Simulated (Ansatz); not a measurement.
Process, species as SMILES: [N]=O (N-O) → NO+ (singlet, bonded as [N]=O) + e-
B3LYP-D3(BJ)/def2-TZVP geometries, fixed; electronic energies without zero-point terms.

Basis-set convergence of the adiabatic ionisation energy at HF with Ansatz (a program for electronic structure). All functions are spherical. Open shells are unrestricted. No added dispersion term, no relativity. Functions are those of the species that has most. Reference: the value in pcseg-4, 8.992 eV, itself unsure by roughly 0.003 eV (its mean distance from aug-pcseg-3, aug-cc-pVQZ, cc-pV5Z). Deviations are taken from unrounded values.

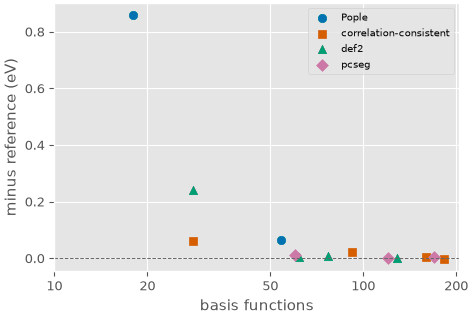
Fig. 1. Deviation from the reference against the number of basis functions, by family of sets.

| basis | functions | adiabatic ionisation energy (eV) | minus reference (eV) |
|---|---|---|---|
| 3-21G | 18 | 9.850 | 0.858 |
| cc-pVDZ | 28 | 9.055 | 0.063 |
| def2-SVP | 28 | 9.232 | 0.241 |
| 6-311++G(2d,2p) | 54 | 9.057 | 0.065 |
| pcseg-2 | 60 | 9.003 | 0.012 |
| def2-TZVPP | 62 | 8.996 | 0.005 |
| def2-TZVPPD | 77 | 9.001 | 0.009 |
| aug-cc-pVTZ | 92 | 9.015 | 0.024 |
| pcseg-3 | 120 | 8.993 | 0.001 |
| def2-QZVPPD | 129 | 8.994 | 0.002 |
| aug-cc-pVQZ | 160 | 8.995 | 0.003 |
| aug-pcseg-3 | 170 | 8.995 | 0.003 |
| cc-pV5Z | 182 | 8.990 | -0.002 |
